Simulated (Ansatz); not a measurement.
AsBGeH6O

Input file:

```
crystal:
  periodic: [false, false, false]
  atoms:
    - {symbol: As, position_ang: [0.090657, 1.625076, -1.158424]}
    - {symbol: B, position_ang: [-0.391758, -1.520722, 1.705674]}
    - {symbol: Ge, position_ang: [1.305244, -0.193978, -0.128082]}
    - {symbol: O, position_ang: [0.045028, -1.359937, 0.446595]}
    - {symbol: H, position_ang: [0.079993, -0.867582, 2.621380]}
    - {symbol: H, position_ang: [-1.267882, -2.336955, 1.900726]}
    - {symbol: H, position_ang: [2.181653, -1.018935, -1.083602]}
    - {symbol: H, position_ang: [2.093405, 0.292917, 1.103818]}
    - {symbol: H, position_ang: [1.399288, 2.247366, -1.642884]}
    - {symbol: H, position_ang: [-0.081836, 0.842744, -2.455888]}
basis:
  gaussian: {orbitals: def2-TZVPD}
hamiltonian: {xc: {name: PBE0}}
output: {forces: true, orbitals: {seedname: orbitals}}
```

Launched as:

```sh
ansatz run input.yaml --threads 2 --pin off --max-ram 4350MiB --events-out events.jsonl --progress --plain --runs-dir runs
```

Geometry: PBE0-D3(BJ)/def2-SVP.

Method: isolated molecule in a Gaussian basis; Kohn-Sham density functional theory, functional PBE0 in Ansatz 0.2.0.

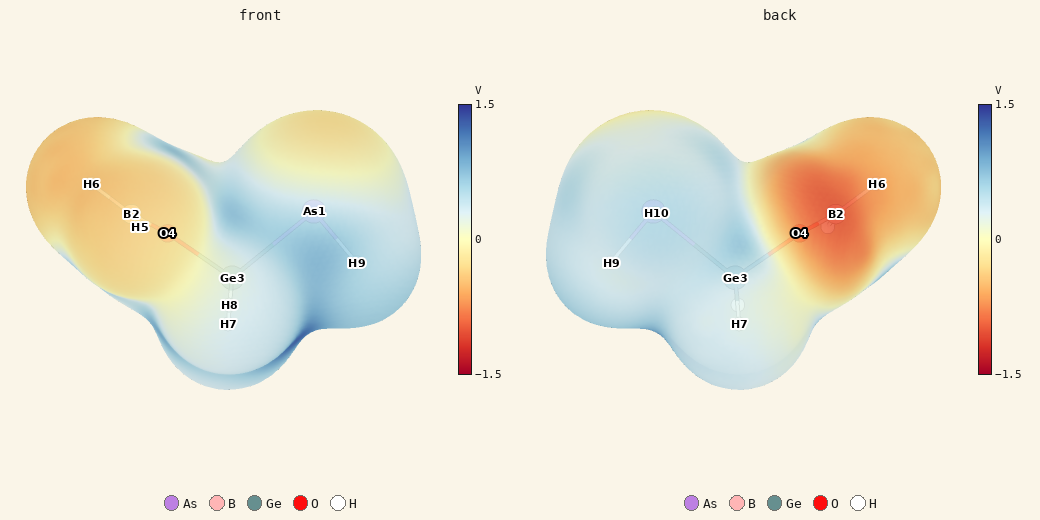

Figure 1. The electrostatic potential painted on the density surface at 0.001 e/bohr³, seen from the front and from behind; the colour scale runs from red (negative) to blue (positive).

Describe the electrostatic potential map.

The most negative region (about −1.0 V) lies over O4, the most positive (about +1.2 V) over Ge3.

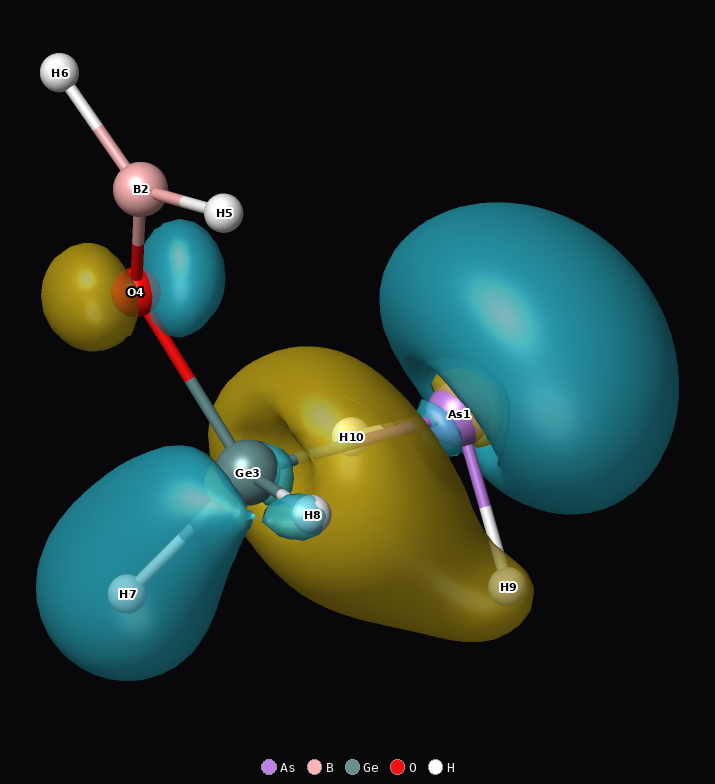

Figure 2. One frontier orbital at ±0.1 Å⁻³ᐟ² (yellow and cyan are the two phases), seen at an oblique angle.

Which orbital is it: HOMO or LUMO?

The HOMO, at −7.81 eV. Its weight (Hirshfeld) is mainly on As1 (about 65 %), Ge3 (about 20 %) and H7 (about 5 %).

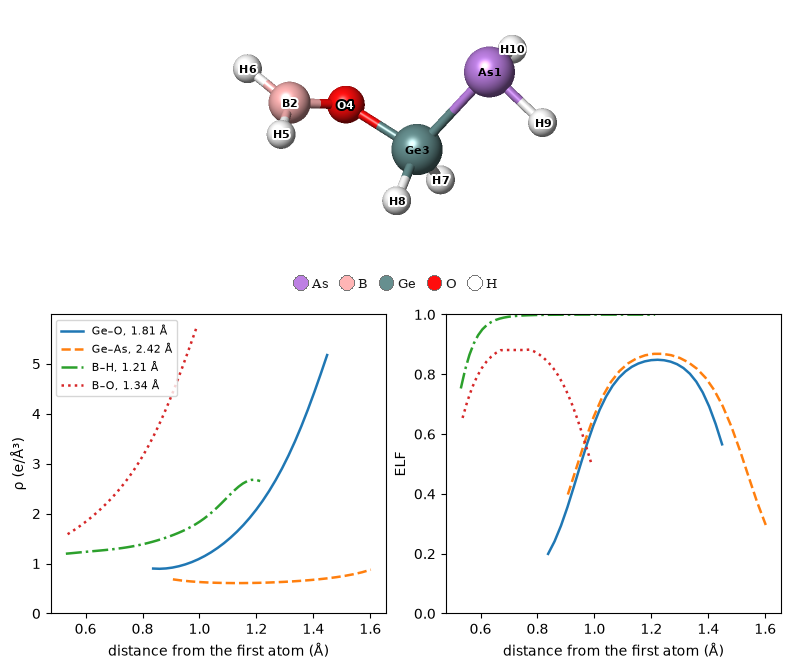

Figure 3. Electron density and ELF along straight lines between neighbouring atoms. The curves leave out the atomic cores. The structure is drawn too.

What can be read from the curves?

Ge–O (1.81 Å): ρ is about 0.92 e/Å³ halfway; the ELF peaks at about 0.85 in the valence shell of O, 0.6 Å from its nucleus, and is about 0.35 at the midpoint.
Ge–As (2.42 Å): ρ is about 0.61 e/Å³ halfway; the ELF peaks at about 0.85 between the atoms, as expected for localised, covalent bonding.
B–H (1.21 Å): the density is about 1.2 e/Å³ at the midpoint; the ELF climbs to about 1 towards the hydrogen, as it does in any bond to H: an ordinary covalent bond to hydrogen.
B–O (1.34 Å): ρ at the midpoint is about 2.2 e/Å³; the ELF peaks at about 0.90 between the atoms; a polar covalent bond.

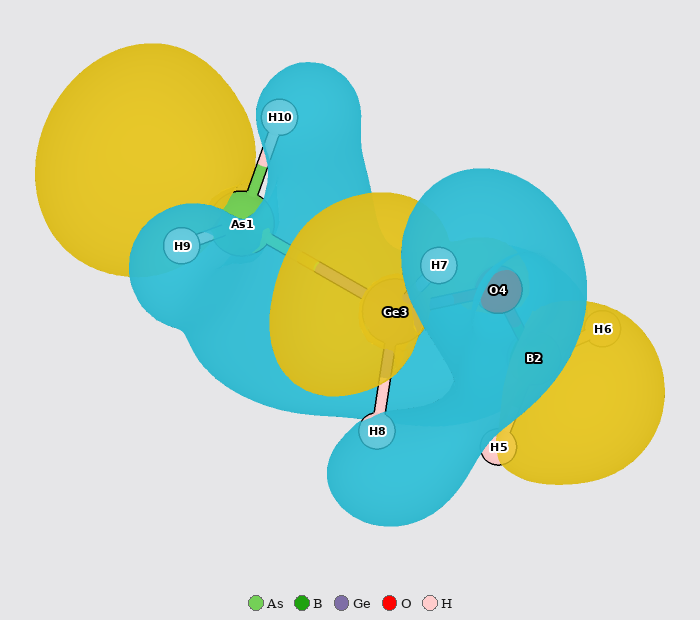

Figure 4. One frontier orbital at ±0.06 Å⁻³ᐟ² (yellow and cyan are the two phases), seen at an oblique angle.

Which orbital is it: HOMO or LUMO?

The LUMO, at −0.58 eV. It lies mainly on As1 (about 35 %), Ge3 (about 25 %), B2 (about 15 %) and H7 (about 10 %).
